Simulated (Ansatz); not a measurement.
## Molecular dynamics, with input and output: CH5ClMg (part 5 of 5)

CH5ClMg; RKS PBE0-D4/def2-SVP (Ansatz 0.2.0). It belongs to a series of runs on one base structure; here: dynamics from the highest image of the converged band.

Geometry of the input (Å):
```
Mg -0.9171  -0.0087  -0.7568
H  0.0074  -1.6557  -0.0843
Cl -2.6137  0.2879  -2.1398
H  0.5702  -1.1498  0.4097
C  0.8165  0.4651  0.6986
H  1.2778  1.3651  1.1269
H  -0.1906  0.3079  1.1244
H  1.0494  0.3881  -0.3786
```

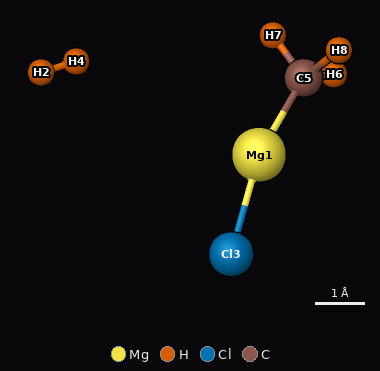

*The geometry at step 169 of the log (ball-and-stick view, seen at a tilt; atoms are numbered from 1 in the order of the input).*

## Trajectory as extended XYZ, continued
```
8
Properties=species:S:1:pos:R:3:forces:R:3 step=137 time_fs=68.5 energy=-19070.45184 temperature=1285.0
Mg   -0.8691    0.1008   -0.7158    0.2262   1.6917   0.6815
H    -0.8829   -4.8894   -0.8328    0.6459   0.8934   0.1251
Cl   -2.5662    0.2591   -2.1107   -0.0724  -0.3118  -0.1357
H    -0.4098   -4.2567   -0.7420   -0.6430  -0.8840  -0.1243
C     0.6819    0.8615    0.6618   -0.7771  -3.0052  -2.0359
H     1.0736    1.8028    1.1596   -0.6365  -1.3618  -0.5617
H     0.3893   -0.1120    1.2157    0.9921   1.6937   0.6216
H     1.3228    0.3579   -0.1747    0.2647   1.2838   1.4293
8
Properties=species:S:1:pos:R:3:forces:R:3 step=139 time_fs=69.5 energy=-19070.20973 temperature=974.2
Mg   -0.8681    0.1039   -0.7152    0.2160   1.7559   0.6914
H    -0.9048   -4.9494   -0.8502    0.7678   1.0480   0.1471
Cl   -2.5660    0.2574   -2.1107   -0.0607  -0.3184  -0.1282
H    -0.4253   -4.3125   -0.7591   -0.7650  -1.0393  -0.1463
C     0.6873    0.8738    0.6692   -1.1738  -4.0202  -2.7184
H     1.0762    1.7975    1.1623   -0.4010  -1.0080  -0.3207
H     0.3618   -0.1321    1.1739    1.1152   1.9857   0.7944
H     1.2886    0.3400   -0.2047    0.3014   1.5964   1.6806
8
Properties=species:S:1:pos:R:3:forces:R:3 step=142 time_fs=71.0 energy=-19070.07341 temperature=797.2
Mg   -0.8665    0.1097   -0.7139    0.1583   1.8109   0.6732
H    -0.9251   -5.0222   -0.8739    0.1902   0.2749   0.0369
Cl   -2.5656    0.2547   -2.1106   -0.0418  -0.3247  -0.1156
H    -0.4612   -4.4134   -0.7872   -0.1876  -0.2675  -0.0362
C     0.6934    0.8860    0.6761   -1.8852  -5.0031  -3.5592
H     1.0740    1.7736    1.1618    0.0525  -0.0180   0.2236
H     0.3406   -0.1267    1.1263    1.0984   1.8346   1.1923
H     1.2434    0.3421   -0.2197    0.6153   1.6929   1.5851
8
Properties=species:S:1:pos:R:3:forces:R:3 step=144 time_fs=72.0 energy=-19070.08913 temperature=817.0
Mg   -0.8653    0.1145   -0.7127    0.0949   1.8194   0.6437
H    -0.9355   -5.0663   -0.8890   -0.5329  -0.6691  -0.0968
Cl   -2.5654    0.2527   -2.1107   -0.0295  -0.3266  -0.1081
H    -0.4882   -4.4850   -0.8066    0.5351   0.6758   0.0974
C     0.6957    0.8892    0.6772   -2.2419  -4.8465  -3.7657
H     1.0725    1.7560    1.1633    0.2784   0.5940   0.5312
H     0.3397   -0.1010    1.1082    0.9262   1.2790   1.5231
H     1.2202    0.3636   -0.2107    0.9696   1.4738   1.1752
8
Properties=species:S:1:pos:R:3:forces:R:3 step=146 time_fs=73.0 energy=-19070.15976 temperature=907.9
Mg   -0.8640    0.1200   -0.7112    0.0277   1.8046   0.6103
H    -0.9509   -5.1166   -0.9051   -0.9634  -1.2164  -0.1738
Cl   -2.5653    0.2507   -2.1107   -0.0176  -0.3266  -0.1012
H    -0.5103   -4.5503   -0.8250    0.9654   1.2227   0.1743
C     0.6962    0.8885    0.6754   -2.3868  -3.6323  -3.4450
H     1.0735    1.7439    1.1697    0.2973   0.8146   0.6006
H     0.3475   -0.0633    1.1048    0.6252   0.3408   1.8963
H     1.2064    0.3990   -0.1905    1.4522   0.9927   0.4385
8
Properties=species:S:1:pos:R:3:forces:R:3 step=148 time_fs=74.0 energy=-19070.27503 temperature=1055.4
Mg   -0.8628    0.1262   -0.7095   -0.0250   1.7674   0.5822
H    -0.9750   -5.1778   -0.9228   -0.6435  -0.7971  -0.1139
Cl   -2.5651    0.2486   -2.1108   -0.0052  -0.3243  -0.0934
H    -0.5236   -4.6046   -0.8418    0.6454   0.8029   0.1144
C     0.6948    0.8850    0.6708   -2.3776  -1.5603  -2.5735
H     1.0772    1.7392    1.1817    0.0859   0.5807   0.3805
H     0.3613   -0.0224    1.1195    0.2879  -0.7776   2.2426
H     1.2065    0.4438   -0.1664    2.0321   0.3083  -0.5390
8
Properties=species:S:1:pos:R:3:forces:R:3 step=151 time_fs=75.5 energy=-19070.48144 temperature=1323.5
Mg   -0.8609    0.1369   -0.7065   -0.0555   1.6773   0.5564
H    -1.0200   -5.2808   -0.9508    0.4167   0.5381   0.0747
Cl   -2.5648    0.2453   -2.1109    0.0172  -0.3167  -0.0756
H    -0.5346   -4.6749   -0.8655   -0.4148  -0.5329  -0.0742
C     0.6891    0.8779    0.6603   -2.2909   0.8094  -1.0279
H     1.0832    1.7411    1.2053   -0.4095  -0.0792  -0.2036
H     0.3868    0.0229    1.1819    0.1938  -1.5819   2.1633
H     1.2445    0.5147   -0.1421    2.5429  -0.5141  -1.4131
8
Properties=species:S:1:pos:R:3:forces:R:3 step=153 time_fs=76.5 energy=-19070.69984 temperature=1603.1
Mg   -0.8597    0.1448   -0.7043   -0.0486   1.5977   0.5432
H    -1.0467   -5.3450   -0.9689    0.7911   0.9931   0.1387
Cl   -2.5646    0.2430   -2.1111    0.0359  -0.3087  -0.0580
H    -0.5453   -4.7261   -0.8819   -0.7892  -0.9882  -0.1382
C     0.6830    0.8737    0.6521   -1.9210   0.7018  -0.4600
H     1.0830    1.7424    1.2194   -0.6800  -0.3612  -0.5318
H     0.4062    0.0353    1.2494    0.5261  -1.0508   1.3555
H     1.2994    0.5569   -0.1414    2.0857  -0.5837  -0.8494
8
Properties=species:S:1:pos:R:3:forces:R:3 step=155 time_fs=77.5 energy=-19070.90956 temperature=1870.7
Mg   -0.8585    0.1534   -0.7018   -0.0326   1.5009   0.5227
H    -1.0661   -5.4000   -0.9857    0.7389   0.9170   0.1280
Cl   -2.5644    0.2406   -2.1112    0.0573  -0.2981  -0.0360
H    -0.5632   -4.7864   -0.8996   -0.7372  -0.9125  -0.1275
C     0.6754    0.8699    0.6435   -1.1039  -0.2028  -0.2277
H     1.0764    1.7404    1.2285   -0.8449  -0.4234  -0.7273
H     0.4307    0.0378    1.3297    0.8971  -0.1463   0.1656
H     1.3739    0.5938   -0.1485    1.0253  -0.4348   0.3023
8
Properties=species:S:1:pos:R:3:forces:R:3 step=157 time_fs=78.5 energy=-19070.98746 temperature=1971.0
Mg   -0.8574    0.1626   -0.6991   -0.0189   1.3843   0.4859
H    -1.0786   -5.4466   -1.0014    0.2586   0.3257   0.0450
Cl   -2.5642    0.2381   -2.1114    0.0805  -0.2846  -0.0106
H    -0.5880   -4.8552   -0.9184   -0.2570  -0.3215  -0.0446
C     0.6669    0.8661    0.6347   -0.0694  -1.0944  -0.0431
H     1.0617    1.7345    1.2307   -0.9070  -0.2840  -0.7841
H     0.4636    0.0389    1.4115    1.0730   0.5888  -0.9649
H     1.4581    0.6264   -0.1528   -0.1596  -0.3142   1.3163
8
Properties=species:S:1:pos:R:3:forces:R:3 step=160 time_fs=80.0 energy=-19070.87442 temperature=1829.3
Mg   -0.8556    0.1773   -0.6947   -0.0336   1.1746   0.3835
H    -1.0953   -5.5136   -1.0244   -0.8311  -0.9689  -0.1361
Cl   -2.5638    0.2342   -2.1116    0.1166  -0.2600   0.0312
H    -0.6273   -4.9611   -0.9471    0.8324   0.9726   0.1366
C     0.6543    0.8585    0.6215    1.3429  -1.9217   0.3323
H     1.0236    1.7215    1.2202   -0.8581   0.2245  -0.6449
H     0.5320    0.0520    1.5148    0.9263   1.0685  -2.0831
H     1.5789    0.6697   -0.1343   -1.4953  -0.2895   1.9806
8
Properties=species:S:1:pos:R:3:forces:R:3 step=162 time_fs=81.0 energy=-19070.82743 temperature=1770.2
Mg   -0.8545    0.1878   -0.6915   -0.0802   1.0201   0.2819
H    -1.1146   -5.5677   -1.0412   -0.9679  -1.1140  -0.1562
Cl   -2.5635    0.2316   -2.1118    0.1400  -0.2419   0.0593
H    -0.6452   -5.0222   -0.9649    0.9691   1.1173   0.1566
C     0.6471    0.8516    0.6130    2.0916  -2.2051   0.5990
H     0.9878    1.7148    1.2053   -0.7883   0.6727  -0.4624
H     0.5889    0.0729    1.5602    0.6552   1.0694  -2.4296
H     1.6433    0.6951   -0.0991   -2.0194  -0.3186   1.9514
8
Properties=species:S:1:pos:R:3:forces:R:3 step=164 time_fs=82.0 energy=-19070.90123 temperature=1864.2
Mg   -0.8533    0.1986   -0.6883   -0.1529   0.8621   0.1610
H    -1.1426   -5.6320   -1.0593   -0.3596  -0.4014  -0.0564
Cl   -2.5632    0.2288   -2.1119    0.1616  -0.2227   0.0863
H    -0.6544   -5.0731   -0.9812    0.3607   0.4044   0.0568
C     0.6416    0.8429    0.6050    2.7026  -2.2611   0.8705
H     0.9444    1.7145    1.1860   -0.7522   1.0684  -0.3014
H     0.6520    0.1039    1.5824    0.3184   0.8959  -2.4869
H     1.6885    0.7175   -0.0454   -2.2786  -0.3455   1.6701
8
Properties=species:S:1:pos:R:3:forces:R:3 step=166 time_fs=83.0 energy=-19071.05045 temperature=2055.8
Mg   -0.8523    0.2098   -0.6850   -0.2401   0.7052   0.0311
H    -1.1741   -5.7000   -1.0779    0.3997   0.4603   0.0640
Cl   -2.5628    0.2260   -2.1120    0.1811  -0.2023   0.1118
H    -0.6603   -5.1203   -0.9970   -0.3986  -0.4577  -0.0637
C     0.6382    0.8325    0.5977    3.1322  -1.9562   1.1612
H     0.8939    1.7244    1.1637   -0.7900   1.2394  -0.2596
H     0.7181    0.1434    1.5811   -0.0405   0.5637  -2.2225
H     1.7120    0.7365    0.0242   -2.2438  -0.3525   1.1775
8
Properties=species:S:1:pos:R:3:forces:R:3 step=169 time_fs=84.5 energy=-19071.30002 temperature=2374.4
Mg   -0.8509    0.2271   -0.6800   -0.3612   0.4782  -0.1551
H    -1.2130   -5.7927   -1.1046    0.8785   0.9792   0.1365
Cl   -2.5622    0.2217   -2.1122    0.2064  -0.1686   0.1483
H    -0.6772   -5.2003   -1.0220   -0.8775  -0.9769  -0.1361
C     0.6379    0.8141    0.5885    2.9514  -0.5652   1.4723
H     0.8035    1.7605    1.1251   -0.9159   0.8155  -0.4873
H     0.8156    0.2112    1.5416   -0.5103  -0.2762  -1.0071
H     1.7087    0.7589    0.1474   -1.3714  -0.2859   0.0286
8
Properties=species:S:1:pos:R:3:forces:R:3 step=171 time_fs=85.5 energy=-19071.34171 temperature=2425.8
Mg   -0.8501    0.2388   -0.6768   -0.4106   0.3343  -0.2576
H    -1.2291   -5.8434   -1.1209    0.6261   0.6898   0.0961
Cl   -2.5617    0.2188   -2.1122    0.2214  -0.1439   0.1724
H    -0.6983   -5.2647   -1.0402   -0.6252  -0.6878  -0.0958
C     0.6406    0.8011    0.5838    1.8240   0.8504   1.3542
H     0.7325    1.7950    1.0940   -0.9046   0.1382  -0.7149
H     0.8752    0.2542    1.5016   -0.6796  -1.0323   0.4075
H     1.6890    0.7703    0.2315   -0.0516  -0.1486  -0.9620
8
Properties=species:S:1:pos:R:3:forces:R:3 step=173 time_fs=86.5 energy=-19071.17947 temperature=2219.2
Mg   -0.8495    0.2507   -0.6736   -0.4272   0.1967  -0.3390
H    -1.2395   -5.8878   -1.1362   -0.0513  -0.0487  -0.0067
Cl   -2.5612    0.2159   -2.1122    0.2355  -0.1183   0.1967
H    -0.7252   -5.3354   -1.0593    0.0520   0.0504   0.0070
C     0.6448    0.7888    0.5802    0.0282   2.1793   0.9741
H     0.6529    1.8307    1.0560   -0.7253  -0.6464  -0.8572
H     0.9283    0.2873    1.4655   -0.7244  -1.7036   1.9188
H     1.6691    0.7804    0.3063    1.6125   0.0906  -1.8937
8
Properties=species:S:1:pos:R:3:forces:R:3 step=175 time_fs=87.5 energy=-19070.94881 temperature=1927.6
Mg   -0.8491    0.2627   -0.6706   -0.4245   0.0628  -0.4097
H    -1.2504   -5.9328   -1.1517   -0.8373  -0.8793  -0.1222
Cl   -2.5605    0.2129   -2.1121    0.2484  -0.0930   0.2203
H    -0.7514   -5.4055   -1.0783    0.8380   0.8808   0.1224
C     0.6490    0.7782    0.5774   -1.2966   2.8754   0.7338
H     0.5665    1.8603    1.0099   -0.3847  -1.3345  -0.8408
H     0.9745    0.3045    1.4474   -0.8280  -1.9016   2.7210
H     1.6642    0.7914    0.3633    2.6848   0.3893  -2.4249
8
Properties=species:S:1:pos:R:3:forces:R:3 step=178 time_fs=89.0 energy=-19070.93643 temperature=1907.7
Mg   -0.8488    0.2807   -0.6664   -0.4291  -0.1410  -0.5276
H    -1.2821   -6.0162   -1.1771   -0.8211  -0.8408  -0.1166
Cl   -2.5595    0.2083   -2.1119    0.2642  -0.0567   0.2519
H    -0.7756   -5.4947   -1.1046    0.8217   0.8421   0.1168
C     0.6536    0.7665    0.5744   -0.3171   2.5148   1.2637
H     0.4314    1.8795    0.9263    0.2705  -1.8894  -0.5226
H     1.0277    0.2979    1.4670   -1.4018  -1.0888   1.8023
H     1.7027    0.8154    0.4057    1.6127   0.6598  -2.2680
8
Properties=species:S:1:pos:R:3:forces:R:3 step=180 time_fs=90.0 energy=-19071.00680 temperature=1995.6
Mg   -0.8488    0.2927   -0.6639   -0.4434  -0.2829  -0.6172
H    -1.3132   -6.0821   -1.1954   -0.0152  -0.0112  -0.0013
Cl   -2.5587    0.2053   -2.1116    0.2717  -0.0333   0.2694
H    -0.7817   -5.5438   -1.1207    0.0158   0.0124   0.0015
C     0.6561    0.7613    0.5736    1.3622   1.8412   1.8032
H     0.3437    1.8705    0.8639    0.6828  -1.8722  -0.1763
H     1.0472    0.2791    1.5032   -1.8159  -0.2700   0.5416
H     1.7496    0.8390    0.4065   -0.0578   0.6160  -1.8209
8
Properties=species:S:1:pos:R:3:forces:R:3 step=182 time_fs=91.0 energy=-19070.96374 temperature=1942.3
Mg   -0.8490    0.3045   -0.6616   -0.4519  -0.4279  -0.7032
H    -1.3446   -6.1482   -1.2138    0.6798   0.6815   0.0948
Cl   -2.5578    0.2022   -2.1113    0.2762  -0.0101   0.2837
H    -0.7875   -5.5927   -1.1368   -0.6792  -0.6804  -0.0946
C     0.6597    0.7576    0.5742    2.6706   1.1250   2.0685
H     0.2624    1.8438    0.7998    0.9987  -1.5648   0.2165
H     1.0496    0.2578    1.5446   -2.0240   0.4166  -0.5443
H     1.7961    0.8684    0.3899   -1.4702   0.4602  -1.3213
8
Properties=species:S:1:pos:R:3:forces:R:3 step=184 time_fs=92.0 energy=-19070.88248 temperature=1840.0
Mg   -0.8493    0.3162   -0.6596   -0.4404  -0.5706  -0.7732
H    -1.3697   -6.2081   -1.2313    0.9382   0.9252   0.1284
Cl   -2.5569    0.1992   -2.1109    0.2774   0.0125   0.2945
H    -0.7996   -5.6479   -1.1537   -0.9378  -0.9241  -0.1283
C     0.6655    0.7548    0.5765    3.3388   0.4366   1.9915
H     0.1906    1.8022    0.7378    1.1714  -1.0289   0.6006
H     1.0326    0.2402    1.5811   -1.9980   0.8810  -1.2679
H     1.8288    0.9022    0.3607   -2.3496   0.2683  -0.8457
8
Properties=species:S:1:pos:R:3:forces:R:3 step=187 time_fs=93.5 energy=-19070.89697 temperature=1858.3
Mg   -0.8502    0.3332   -0.6571   -0.3814  -0.7731  -0.8415
H    -1.3916   -6.2823   -1.2554    0.4078   0.3944   0.0549
Cl   -2.5553    0.1946   -2.1102    0.2726   0.0442   0.3038
H    -0.8334   -5.7461   -1.1813   -0.4074  -0.3935  -0.0547
C     0.6791    0.7511    0.5828    3.3120  -0.3885   1.3829
H     0.1038    1.7234    0.6565    1.1425  -0.0294   1.0513
H     0.9722    0.2303    1.6123   -1.5991   1.1530  -1.6675
H     1.8350    0.9571    0.3028   -2.7470  -0.0071  -0.2293
8
Properties=species:S:1:pos:R:3:forces:R:3 step=189 time_fs=94.5 energy=-19070.98196 temperature=1966.4
Mg   -0.8509    0.3442   -0.6559   -0.3254  -0.8951  -0.8676
H    -1.4006   -6.3264   -1.2707   -0.4324  -0.4064  -0.0557
Cl   -2.5542    0.1916   -2.1096    0.2659   0.0624   0.3054
H    -0.8616   -5.8171   -1.2004    0.4328   0.4072   0.0558
C     0.6915    0.7484    0.5884    2.6324  -0.6217   0.7080
H     0.0597    1.6692    0.6143    1.0016   0.5629   1.2232
H     0.9123    0.2371    1.6137   -1.1371   1.0365  -1.4526
H     1.8068    0.9940    0.2607   -2.4377  -0.1458   0.0835
8
Properties=species:S:1:pos:R:3:forces:R:3 step=191 time_fs=95.5 energy=-19071.05219 temperature=2055.9
Mg   -0.8518    0.3548   -0.6550   -0.2685  -0.9974  -0.8822
H    -1.4136   -6.3742   -1.2865   -1.0983  -1.0176  -0.1398
Cl   -2.5530    0.1886   -2.1089    0.2574   0.0770   0.3035
H    -0.8858   -5.8843   -1.2190    1.0986   1.0184   0.1400
C     0.7060    0.7451    0.5946    1.3275  -0.5094  -0.1782
H     0.0252    1.6202    0.5837    0.8610   0.9630   1.2900
H     0.8415    0.2537    1.6015   -0.5683   0.6561  -0.7821
H     1.7556    1.0296    0.2193   -1.6094  -0.1900   0.2489
8
Properties=species:S:1:pos:R:3:forces:R:3 step=193 time_fs=96.5 energy=-19071.04928 temperature=2050.3
Mg   -0.8528    0.3651   -0.6545   -0.2197  -1.0714  -0.8871
H    -1.4366   -6.4312   -1.3036   -0.9187  -0.8357  -0.1145
Cl   -2.5517    0.1856   -2.1082    0.2478   0.0871   0.2980
H    -0.9000   -5.9422   -1.2364    0.9190   0.8364   0.1147
C     0.7216    0.7415    0.6007   -0.5454  -0.1737  -1.1488
H    -0.0010    1.5803    0.5654    0.7729   1.1556   1.2705
H     0.7653    0.2764    1.5820    0.0019   0.0636   0.2897
H     1.6893    1.0634    0.1801   -0.2578  -0.0618   0.1776
8
Properties=species:S:1:pos:R:3:forces:R:3 step=196 time_fs=98.0 energy=-19070.77829 temperature=1704.4
Mg   -0.8545    0.3796   -0.6544   -0.1678  -1.1173  -0.8745
H    -1.4844   -6.5290   -1.3309    0.3448   0.3076   0.0426
Cl   -2.5497    0.1811   -2.1069    0.2309   0.0937   0.2825
H    -0.9079   -6.0169   -1.2607   -0.3445  -0.3070  -0.0425
C     0.7436    0.7359    0.6079   -3.3438   0.1152  -1.9217
H    -0.0266    1.5412    0.5605    0.7069   1.1939   1.1211
H     0.6522    0.3099    1.5613    0.6378  -0.6898   1.6642
H     1.5901    1.1142    0.1234    1.9357   0.4035  -0.2716
8
Properties=species:S:1:pos:R:3:forces:R:3 step=198 time_fs=99.0 energy=-19070.55417 temperature=1417.9
Mg   -0.8556    0.3888   -0.6547   -0.1391  -1.1057  -0.8470
H    -1.5142   -6.5922   -1.3489    0.9019   0.7898   0.1085
Cl   -2.5482    0.1782   -2.1060    0.2163   0.0939   0.2672
H    -0.9153   -6.0686   -1.2772   -0.9016  -0.7892  -0.1084
C     0.7552    0.7322    0.6109   -4.2221   0.1031  -1.7072
H    -0.0352    1.5294    0.5708    0.6686   1.1361   0.9694
H     0.5837    0.3250    1.5653    1.0120  -0.7192   1.5910
H     1.5438    1.1521    0.0832    2.4640   0.4912  -0.2735
8
Properties=species:S:1:pos:R:3:forces:R:3 step=200 time_fs=100.0 energy=-19070.42541 temperature=1250.2
Mg   -0.8569    0.3975   -0.6554   -0.1037  -1.0667  -0.7970
H    -1.5356   -6.6482   -1.3658    0.9546   0.8232   0.1129
Cl   -2.5467    0.1753   -2.1049    0.1984   0.0926   0.2482
H    -0.9311   -6.1276   -1.2947   -0.9543  -0.8226  -0.1128
C     0.7635    0.7286    0.6125   -4.2065   0.2788  -1.3471
H    -0.0373    1.5284    0.5904    0.6449   1.0251   0.7984
H     0.5250    0.3335    1.5840    1.4686  -0.4415   0.8022
H     1.5205    1.1943    0.0407    1.9980   0.1112   0.2952
```

## Summary

```csv
quantity,value
outcome,finished
mean temperature over the second half,1832 K
trajectory,"200 steps, 100 fs"
ensemble,nve
temperature in the input,300.0 K
time step,0.5 fs
potential energy (last step),−19070.4254 eV
mean-field energy (last step),−19070.3608 eV
largest force (length of the vector) (last step),4.426 eV/Å
hardware,"2 threads of Arm Neoverse V2, 24 GiB of memory available, shared host"
wall time,3.9 min (CPU time 7.5 min)
peak memory,0.13 GiB
```

## Remarks

So short a trajectory is not equilibrated.
